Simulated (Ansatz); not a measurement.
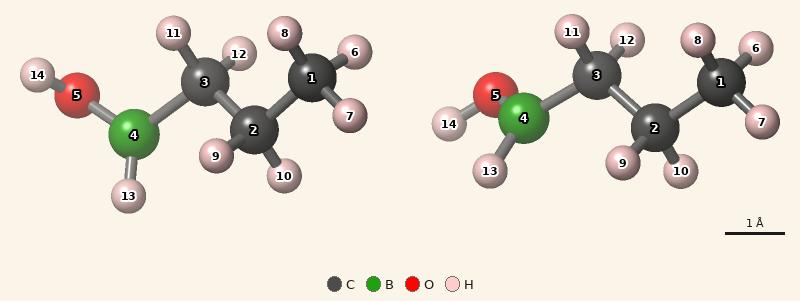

Two geometries of C3H9BO, drawn at one scale. One is the start of a relaxation, the other its converged end. Style: ball-and-stick. Shown at a tilt.

Computed with RKS PBE/def2-SVP in Ansatz 0.2.0. (no spin polarisation; force threshold 0.015 eV/Å; at most 40 steps)

Question: Which of the two is the end point?

Answer: The right one is the relaxed one. The run prepares an end point of a later path (torsion) calculation, from a guessed geometry. The energy falls by 31.3 kcal/mol in 16 accepted moves (17 points after the start). Largest force component: 4.5 eV/Å at the start, 0.0091 eV/Å at the end. The line search rejected the trial step at point 9 of the run. The largest move after the best rigid fit is that of H14, 1.30 Å. Largest moves by element: H 1.30 Å, B 0.43 Å, O 0.34 Å, C 0.25 Å. Near-neighbour distances that change, for instance: B4–H13 1.109 → 1.229 Å, C3–B4 1.673 → 1.573 Å, B4–O5 1.445 → 1.365 Å, C1–H7 1.162 → 1.110 Å. Among the angles between lasting bonds that change: B4–O5–H14 105.9° → 112.2°, H9–C2–H10 110.7° → 105.2°, C3–B4–H13 116.2° → 121.6°. Groups turn about B4–O5 by about 90°, C3–B4 by about 40°. The run took 43 s on 2 threads of Arm Neoverse V1 (shared host), peak memory 0.14 GiB.
